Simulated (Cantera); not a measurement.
A closed system holds: 1 mol HMDSO, a varied amount of CO2, equilibrated at 1325 K and 0.133 bar.

Method: chemical equilibrium by Gibbs-energy minimisation in Cantera with the NASA 1993 tables (ideal gas, pure condensed phases). Candidate condensed phases: C, C6H6, C7H8, C8H18, H2O, Si, SiC, SiO2; 123 gas species. The feed counts by its element totals alone. The tables hold silica as quartz up to 1696 K and as liquid above; real silica turns to tridymite and cristobalite and melts near 1996 K. Gases not in the tables: Si(OH)4. Equilibrium is a limit: real reactors are often held back by kinetics, nucleation or transport.

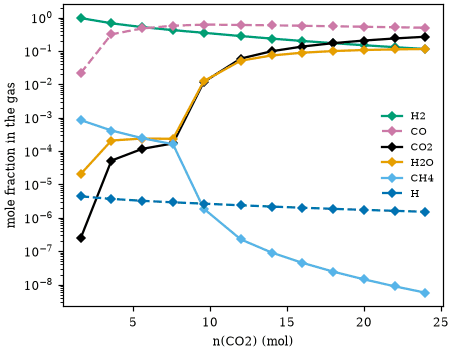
Figure: Equilibrium gas composition (values under 1e-9 drawn at 1e-9)

From 1.6 mol CO2 to 7.6 mol CO2 the condensed part is C(graphite) + SiO2(β-quartz). From 9.6 mol CO2 to 24 mol CO2 the condensed part is SiO2(β-quartz).
